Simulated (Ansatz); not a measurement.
# Gallium, dhcp under PBEsol: ground state and equation of state

Aim: take gallium in the dhcp structure, relax it, solve it on a dense k-mesh, then scale the cell to 7 volumes from 88 to 112 % of the relaxed one and try a fit of the equation of state. Spin polarisation is left out. The k-meshes are 12×12×4 for the relaxation; 16×16×5 for the dense run; 14×14×4 for the volumes.

Program: Ansatz 0.2.0. Level of theory: DFT PBEsol, plane waves (420 eV) with PAW, scalar-relativistic; the PAW data stem from PBE, with regenerated cores. These are calculated values, not measurements.

## 1. The starting structure

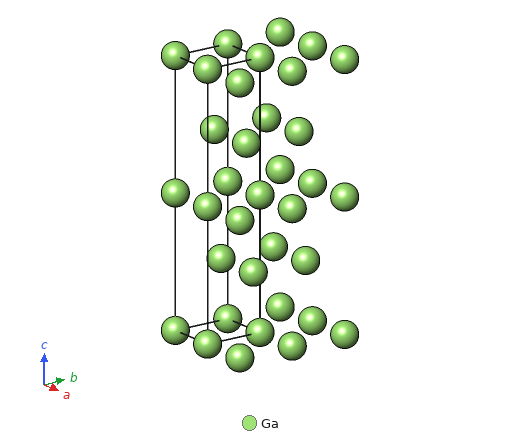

The structure, seen slightly off an axis (gallium green). 2×2×1 cells are drawn. Any atoms on the faces are drawn again on the opposite ones.

As a file:

```xyz
4
Lattice="3.0261 0.0000 0.0000 -1.5131 2.6207 0.0000 0.0000 0.0000 9.8833" Properties=species:S:1:pos:R:3 pbc="T T T"
Ga    0.0000    0.0000    0.0000
Ga    0.0000    0.0000    4.9417
Ga    0.0000    1.7471    2.4708
Ga    1.5131    0.8736    7.4125
```

## 2. Relaxation of the cell

input.yaml

```yaml
crystal:
  lattice:
    - [3.0261186087, 0.0, 0.0]
    - [-1.5130593044, 2.62069559, 0.0]
    - [0.0, 0.0, 9.8833033761]
  atoms:
    - { symbol: Ga, position: [0.0, 0.0, 0.0] }
    - { symbol: Ga, position: [0.0, 0.0, 0.5] }
    - { symbol: Ga, position: [0.3333333333, 0.6666666667, 0.25] }
    - { symbol: Ga, position: [0.6666666667, 0.3333333333, 0.75] }
hamiltonian:
  xc: pbesol
  pseudopotentials:
    kind: paw
    azcp:
      Ga: "pseudopotentials/Ga.paw.azcp"
basis:
  ecutwfc: 420
  fft_grid_basis: typed
kpoints:
  mp_grid: { grid: [12, 12, 4], shift: [0, 0, 0] }
magnetization:
  spin_polarized: false
scf:
  occupations: { method: fermi_dirac, width: 0.1 }
relax:
  max_steps: 60
  f_tol: 0.01
  cell: {}
output:
  write_density: true
  write_potential: true
  elf: true
  volumetric_format: npy
```

Output (excerpt; [...] marks lines left out):

```text
Warning: <dir> the record states the generating functional pbe (its physics header spells it `PBE`), which answers neither for hamiltonian.xc's functional nor for the pbesol family's — results may be inconsistent (PPs are generated against a specific XC)
Warning: RAYON_NUM_THREADS=2 ignored (pool sized by the plan → 2); use --threads N
[...]
Pseudopotentials: kind: paw
Pseudopotential: Ga, paw, valence charge 13, recommended cutoff 420 eV (normal), <dir>
Functional definition: PBEsol
[...]
Crystal: 4 atoms, lattice volume = 78.380 Å³
Basis set: ecut = 420 eV, 1533 PW (Γ), exchange–correlation on 48×48×144 points (8 copies of the dense FFT grid, shifted against one another)
Bands: 32, of which v1, the nominal top of the filled ones, is band 26 counted from 1 (25 counted from 0)
Symmetry: 24 space group operations
Space group: P63/mmc (ITA 194), of the structure as read, at distance tolerance 4.3e-5 Å
k-points: 57 of 576
[...]
SCF iter   1: F=—  HF=-14972.630297 eV  |F-HF|=—  |Δ(HF+E_count)|=         —  Δρ=1.60e-3  dr2=2.76e-3  ethr=1.77e-3  ⟨swp⟩=5.5  Hψ=6923  notcnv=0  defer=1
[...]
relax step   1: F+E_penalty+E_count = -14972.62706691 eV  Δ(F+E_penalty+E_count) = +0.000e0 eV  max|allowed force component| = 3.238e-17 eV/Å  Δτ_max = 0.0000 Å  P = -4.661 GPa  Ω = 78.380 Å³  (6 SCF iters, dr2 threshold 1.00e-7 eV, accepted)
[...]
relax step   5: F+E_penalty+E_count = -14972.74661667 eV  Δ(F+E_penalty+E_count) = -4.224e-5 eV  max|allowed force component| = 4.395e-17 eV/Å  Δτ_max = 0.0000 Å  P = +0.001 GPa  Ω = 71.005 Å³  energy of the carried Pulay correction = +1.697e-3 eV  (4 SCF iters, dr2 threshold 1.07e-8 eV, accepted)
[...]
relax step   6: F+E_penalty+E_count = -14972.74458745 eV  Δ(F+E_penalty+E_count) = +2.029e-3 eV  max|allowed force component| = 3.701e-17 eV/Å  Δτ_max = 0.0000 Å  P = +0.013 GPa  Ω = 71.005 Å³  stress off target by 2.37e-2 GPa  SCF on the basis re-selected at this cell (its energy is not [...]
SCF converged after 7 iterations
Free energy (F): -14972.744587 eV
[...]
E sigma→0 (E₀):  -14972.721301 eV
Entropy (-TS):   -0.046573 eV (-11.643 meV/atom)
Fermi energy:    10.402817 eV
[...]
--- Forces (eV/Å), atoms counted from 1 ---
  atom   1  Ga     0.00000000    -0.00000000     0.00000000
  atom   2  Ga    -0.00000000     0.00000000    -0.00000000
  atom   3  Ga     0.00000000     0.00000000    -0.00000000
  atom   4  Ga    -0.00000000    -0.00000000     0.00000000
[...]
--- Stress (GPa, compression-positive) ---
        0.023711       0.000000      -0.000000
        0.000000       0.023711       0.000000
       -0.000000       0.000000      -0.008935
  P = ⅓ Tr σ = 0.0128 GPa (0.128 kbar)
--- Band table (eV; the first three rows and the last of 57) ---
[...]
--- Relaxed structure (5 steps of the walk, 5 accepted, 1 SCFs on fresh bases) ---
  F+E_penalty+E_count = -14972.74458745 eV   max|allowed force component| = 3.701e-17 eV/Å   (the final SCF, on the basis selected at the relaxed cell)
  cell:  # Å, volume = 71.0053 Å³
    - [2.932985567513152, 2.7979183408397305e-11, 0.0]
    - [-1.4664927837808064, 2.540040010385519, 0.0]
    - [0.0, 0.0, 9.531034530359227]
  atoms:
    - { symbol: Ga, position: [2.906453448801017e-34, 2.755847462106137e-35, -7.145124317944859e-35] }
    - { symbol: Ga, position: [-1.4480029513468715e-34, -1.439164785917777e-34, 0.5] }
    - { symbol: Ga, position: [0.33333333333333326, 0.6666666666666667, 0.25] }
    - { symbol: Ga, position: [0.6666666666666667, 0.33333333333333326, 0.7499999999999999] }
```

Wall time 22 s (2 threads of an Arm CPU, shared host); peak memory 0.43 GiB.

Step by step:

| step | energy change (meV/atom) | largest force (eV/Å) | pressure (GPa) | volume (Å³/atom) |
| --- | --- | --- | --- | --- |
| 1 | 0.00 | 0.0000 | -4.66 | 19.595 |
| 2 | -29.53 | 0.0000 | 0.65 | 17.566 |
| 3 | -29.85 | 0.0000 | -0.13 | 17.792 |
| 4 | -29.88 | 0.0000 | -0.02 | 17.759 |
| 5 | -29.89 | 0.0000 | 0.00 | 17.751 |
| 6 | -29.38 | 0.0000 | 0.01 | 17.751 |

Steps that repeat a cell are solved on a basis chosen anew, so their changes of energy are no gain of the relaxation.

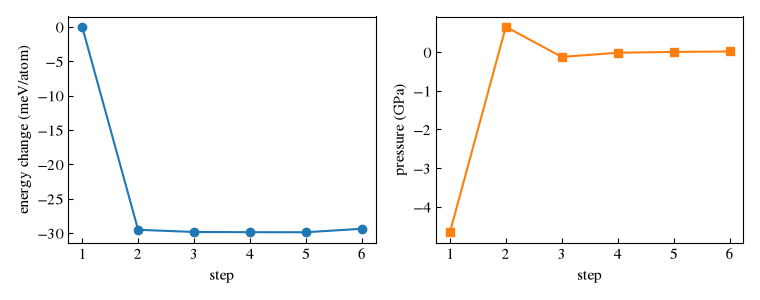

Energy and pressure over the accepted steps.

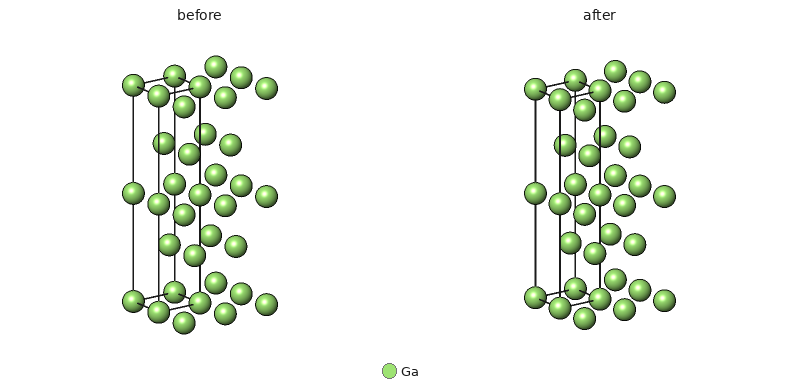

The structure before (left) and after (right), drawn at the same scale. The cells drawn are those of the first picture.

Changes in the cell that was computed:

|  | before | after | change |
| --- | --- | --- | --- |
| a (Å) | 3.026 | 2.933 | -3.1 % |
| b (Å) | 3.026 | 2.933 | -3.1 % |
| c (Å) | 9.883 | 9.531 | -3.6 % |
| volume (Å³/atom) | 19.595 | 17.751 | -9.4 % |
| shortest distance (Å) | 3.026 | 2.923 | -3.4 % |
| space group (spins left aside) | P6_3/mmc | P6_3/mmc | same |

## 3. Single point on a dense mesh

input.yaml

```yaml
crystal:
  lattice:
    - [2.9329855675, 0.0, 0.0]
    - [-1.4664927838, 2.5400400104, 0.0]
    - [0.0, 0.0, 9.5310345304]
  atoms:
    - { symbol: Ga, position: [0.0, 0.0, 1.0] }
    - { symbol: Ga, position: [1.0, 1.0, 0.5] }
    - { symbol: Ga, position: [0.3333333333, 0.6666666667, 0.25] }
    - { symbol: Ga, position: [0.6666666667, 0.3333333333, 0.75] }
hamiltonian:
  xc: pbesol
  pseudopotentials:
    kind: paw
    azcp:
      Ga: "pseudopotentials/Ga.paw.azcp"
basis:
  ecutwfc: 420
  fft_grid_basis: typed
kpoints:
  mp_grid: { grid: [16, 16, 5], shift: [0, 0, 0] }
magnetization:
  spin_polarized: false
scf:
  occupations: { method: fermi_dirac, width: 0.1 }
output:
  write_density: true
  write_potential: true
  elf: true
  volumetric_format: npy
```

Output (excerpt; [...] marks lines left out):

```text
Warning: <dir> the record states the generating functional pbe (its physics header spells it `PBE`), which answers neither for hamiltonian.xc's functional nor for the pbesol family's — results may be inconsistent (PPs are generated against a specific XC)
Warning: RAYON_NUM_THREADS=2 ignored (pool sized by the plan → 2); use --threads N
[...]
[... 3 set-up lines as earlier in the session ...]
[...]
Crystal: 4 atoms, lattice volume = 71.005 Å³
Basis set: ecut = 420 eV, 1387 PW (Γ)
Bands: 32, of which v1, the nominal top of the filled ones, is band 26 counted from 1 (25 counted from 0)
[... 1 set-up line as earlier in the session ...]
Space group: P63/mmc (ITA 194), of the structure as read, at distance tolerance 4.1e-5 Å
k-points: 90 of 1280
[...]
SCF iter   1: F=—  HF=-14972.751041 eV  |F-HF|=—  |Δ(HF+E_count)|=         —  Δρ=1.63e-3  dr2=1.39e-3  ethr=1.77e-3  ⟨swp⟩=5.7  Hψ=11251  notcnv=0  defer=2
[...]
SCF iter   8: F=-14972.747710 eV  HF=-14972.747710 eV  |F-HF|=1.15e-9  |Δ(HF+E_count)|=   4.98e-8  Δρ=2.13e-6  dr2=1.87e-9  ethr=1.33e-10  ⟨swp⟩=3.0  Hψ=7389  notcnv=0
[...]
SCF converged after 8 iterations
Free energy (F): -14972.747710 eV
[...]
E sigma→0 (E₀):  -14972.723297 eV
Entropy (-TS):   -0.048827 eV (-12.207 meV/atom)
Fermi energy:    10.446037 eV
[...]
--- Band table (eV; the first three rows and the last of 90) ---
[...]
```

Wall time 5.9 s (2 threads of an Arm CPU, shared host); peak memory 0.41 GiB.

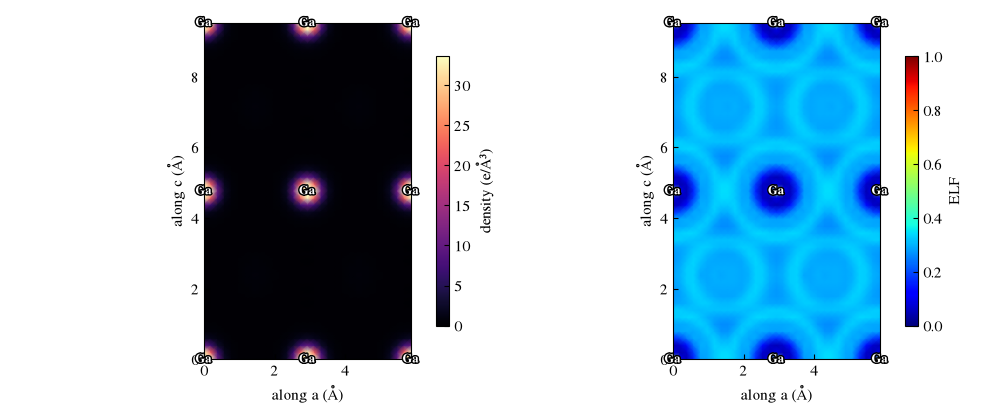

Density (left) and ELF (right) in a lattice plane of the grid's cell (edges 2.93 and 9.53 Å, at 0.000 of the third edge), which holds Ga. Only atoms in the plane are labelled; the density scale stops at 33.59 e/Å³. Both are smooth fields of the valence electrons: close to the nuclei they are not physical.

## 4. At 88 % of the relaxed volume

input.yaml

```yaml
crystal:
  lattice:
    - [2.8106330577, 0.0, 0.0]
    - [-1.4053165289, 2.4340796287, 0.0]
    - [0.0, 0.0, 9.1334376214]
  atoms:
    - { symbol: Ga, position: [0.0, 0.0, 1.0] }
    - { symbol: Ga, position: [1.0, 1.0, 0.5] }
    - { symbol: Ga, position: [0.3333333333, 0.6666666667, 0.25] }
    - { symbol: Ga, position: [0.6666666667, 0.3333333333, 0.75] }
hamiltonian:
  xc: pbesol
  pseudopotentials:
    kind: paw
    azcp:
      Ga: "pseudopotentials/Ga.paw.azcp"
basis:
  ecutwfc: 420
  fft_grid_basis: typed
kpoints:
  mp_grid: { grid: [14, 14, 4], shift: [0, 0, 0] }
magnetization:
  spin_polarized: false
scf:
  occupations: { method: fermi_dirac, width: 0.1 }
  lower_state_search: "off"
output:
  stress: true
```

Output (excerpt; [...] marks lines left out):

```text
Warning: <dir> the record states the generating functional pbe (its physics header spells it `PBE`), which answers neither for hamiltonian.xc's functional nor for the pbesol family's — results may be inconsistent (PPs are generated against a specific XC)
Warning: RAYON_NUM_THREADS=2 ignored (pool sized by the plan → 2); use --threads N
[...]
[... 3 set-up lines as earlier in the session ...]
[...]
Crystal: 4 atoms, lattice volume = 62.485 Å³
Basis set: ecut = 420 eV, 1231 PW (Γ)
Bands: 30, of which v1, the nominal top of the filled ones, is band 26 counted from 1 (25 counted from 0)
[... 1 set-up line as earlier in the session ...]
Space group: P63/mmc (ITA 194), of the structure as read, at distance tolerance 4.0e-5 Å
k-points: 72 of 784
[...]
SCF iter   1: F=—  HF=-14972.492512 eV  |F-HF|=—  |Δ(HF+E_count)|=         —  Δρ=3.17e-3  dr2=2.27e-3  ethr=1.77e-3  ⟨swp⟩=5.5  Hψ=17242  notcnv=0  defer=14
[...]
SCF iter   7: F=-14972.489765 eV  HF=-14972.489765 eV  |F-HF|=3.08e-8  |Δ(HF+E_count)|=   1.43e-8  Δρ=7.03e-6  dr2=1.69e-8  ethr=1.92e-10  ⟨swp⟩=4.0  Hψ=8362  notcnv=0
[...]
SCF converged after 7 iterations
Free energy (F): -14972.489765 eV
[...]
E sigma→0 (E₀):  -14972.465718 eV
Entropy (-TS):   -0.048094 eV (-12.023 meV/atom)
Fermi energy:    12.419571 eV
[...]
--- Stress (GPa, compression-positive) ---
        9.777424       0.000000       0.000000
       -0.000000       9.777424       0.000000
        0.000000       0.000000      11.445062
  P = ⅓ Tr σ = 10.3333 GPa (103.333 kbar)
```

Wall time 4.1 s (2 threads of an Arm CPU, shared host); peak memory 0.39 GiB.

## 5. At 92 % of the relaxed volume

input.yaml, as its differences from that of step 4:

```diff
@@ -2,5 +2,5 @@
   lattice:
-    - [2.8106330577, 0.0, 0.0]
-    - [-1.4053165289, 2.4340796287, 0.0]
-    - [0.0, 0.0, 9.1334376214]
+    - [2.8525889904, 0.0, 0.0]
+    - [-1.4262944952, 2.4704145322, 0.0]
+    - [0.0, 0.0, 9.2697776865]
   atoms:
@@ -28 +28,5 @@
   stress: true
+  write_density: true
+  write_potential: true
+  elf: true
+  volumetric_format: npy
```

Output (excerpt; [...] marks lines left out):

```text
Warning: <dir> the record states the generating functional pbe (its physics header spells it `PBE`), which answers neither for hamiltonian.xc's functional nor for the pbesol family's — results may be inconsistent (PPs are generated against a specific XC)
Warning: RAYON_NUM_THREADS=2 ignored (pool sized by the plan → 2); use --threads N
[...]
[... 3 set-up lines as earlier in the session ...]
[...]
Crystal: 4 atoms, lattice volume = 65.325 Å³
Basis set: ecut = 420 eV, 1279 PW (Γ)
Bands: 32, of which v1, the nominal top of the filled ones, is band 26 counted from 1 (25 counted from 0)
[... 2 set-up lines as earlier in the session ...]
k-points: 72 of 784
[...]
SCF iter   1: F=—  HF=-14972.636662 eV  |F-HF|=—  |Δ(HF+E_count)|=         —  Δρ=2.70e-3  dr2=1.91e-3  ethr=1.77e-3  ⟨swp⟩=5.4  Hψ=8563  notcnv=0  defer=1
[...]
SCF iter   7: F=-14972.633800 eV  HF=-14972.633800 eV  |F-HF|=2.40e-8  |Δ(HF+E_count)|=   4.45e-8  Δρ=6.21e-6  dr2=1.48e-8  ethr=1.92e-10  ⟨swp⟩=8.3  Hψ=14188  notcnv=0
[...]
SCF converged after 7 iterations
Free energy (F): -14972.633800 eV
[...]
E sigma→0 (E₀):  -14972.608497 eV
Entropy (-TS):   -0.050605 eV (-12.651 meV/atom)
Fermi energy:    11.700199 eV
[...]
--- Stress (GPa, compression-positive) ---
        5.571181      -0.000000       0.000000
       -0.000000       5.571181       0.000000
        0.000000       0.000000       7.112940
  P = ⅓ Tr σ = 6.0851 GPa (60.851 kbar)
--- Band table (eV; the first three rows and the last of 72) ---
[...]
```

Run time: 4.8 s. Hardware: 2 threads of an Arm CPU, shared host; peak memory 0.39 GiB.

(Part 1 of 2 ends here.)
